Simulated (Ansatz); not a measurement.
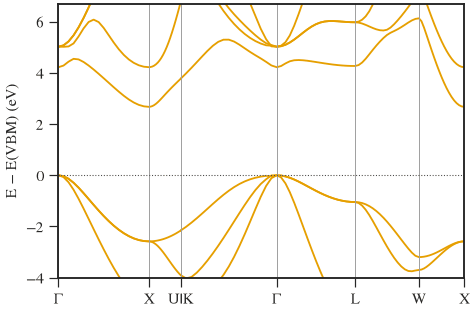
Fig. 1. Band structure from PBE (plane waves, PAW; program Ansatz)

Problem. Read off the gap and where the band edges lie.

Solution. About 2.7 eV (2.67 eV by a search for the band edges); maximum at Γ, minimum at X.

The material is BeSe (zinc blende, F-43m).

Symmetry was held in the PBE relaxation; phonons on a q-mesh show no instability. Spin–orbit coupling is left out wherever it is not named.

Potentials: the later of the program's two PAW sets.
